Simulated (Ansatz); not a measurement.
Cl₂F₂H₂HfS

```yaml
atoms:
  - { symbol: Hf, position_ang: [-0.0068, -0.0306, -0.1054] }
  - { symbol: F, position_ang: [0.2283, -0.3979, 1.7693] }
  - { symbol: F, position_ang: [1.8273, 0.0001, -0.6479] }
  - { symbol: Cl, position_ang: [-0.6605, 2.1977, -0.6445] }
  - { symbol: Cl, position_ang: [-0.8193, -1.8395, -1.4310] }
  - { symbol: S, position_ang: [-2.8858, -0.1029, 0.7949] }
  - { symbol: H, position_ang: [-2.8858, -1.2985, 1.4500] }
  - { symbol: H, position_ang: [-2.7753, 0.5988, 1.9589] }
```

Core potentials replace the inner electrons of Hf.

The calculation used Ansatz 0.2.0, RKS revPBE/def2-SVP.

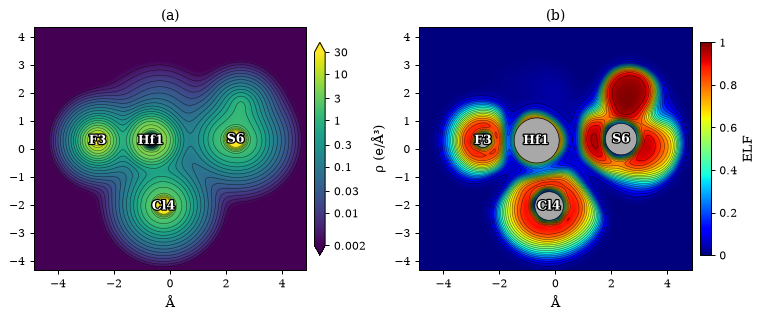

Figure 1. (a) electron density; (b) ELF on the plane of atoms F3, Hf1 and Cl4. Grey discs cover the atomic cores in the ELF map.

### Read the bonding off the picture.

The plane passes through Hf, F, Cl and S nuclei.
Hf–F (1.91 Å): ρ is about 0.89 e/Å³ halfway; the ELF peaks at about 0.85 in the valence shell of F, 0.5 Å from its nucleus, and drops to about 0.20 between the two atoms.
Hf–Cl (2.38 Å): ρ at the midpoint is about 0.54 e/Å³; the ELF peaks at about 0.85 in the valence shell of Cl, 0.8 Å from its nucleus, and is about 0.35 at the midpoint.
Hf–S (3.02 Å): ρ at the midpoint is about 0.18 e/Å³; the ELF peaks at about 0.95 in the valence shell of S, 0.9 Å from its nucleus, and is about 0.30 at the midpoint.

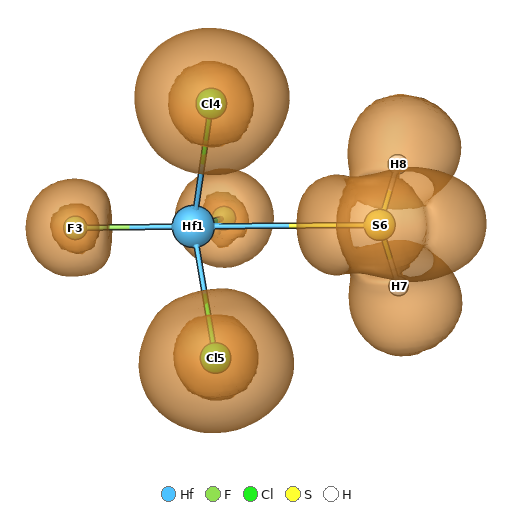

Figure 2. Isosurface of the ELF at 0.75 (orange), seen across its widest extent. Core shells and regions of very low density are left out.

### Where are the electrons localised?

At this value the surface marks out two regions wrapped around Cl (the valence shell of each), two regions wrapped around F (the valence shell of each) and one joined region spread over several atoms (H, S), in which their bonds and any lone pairs are merged.

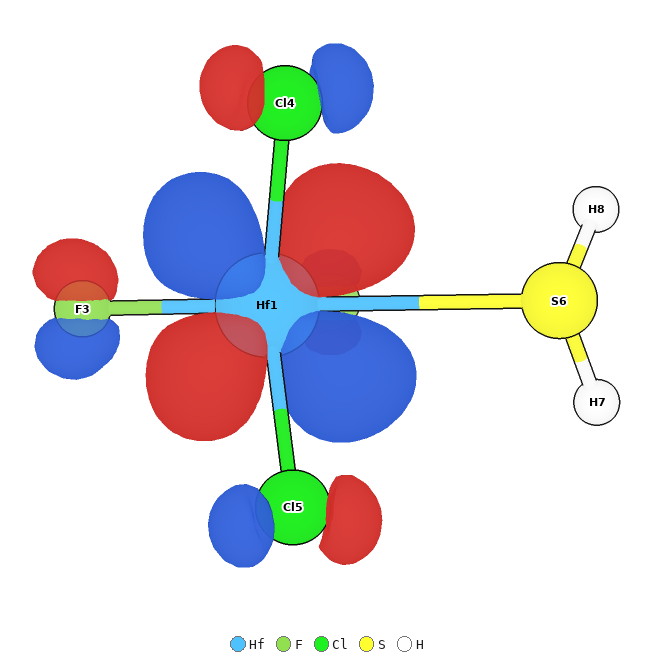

Figure 3. The LUMO at ±0.15 Å⁻³ᐟ² (blue and red are the two phases), seen across its widest extent.

### Where does this orbital lie, and at what energy?

Its weight (Hirshfeld) is mainly on Hf1 (about 70 %), Cl4 (about 10 %), Cl5 (about 10 %) and F3 (about 5 %). Its energy is −2.21 eV.
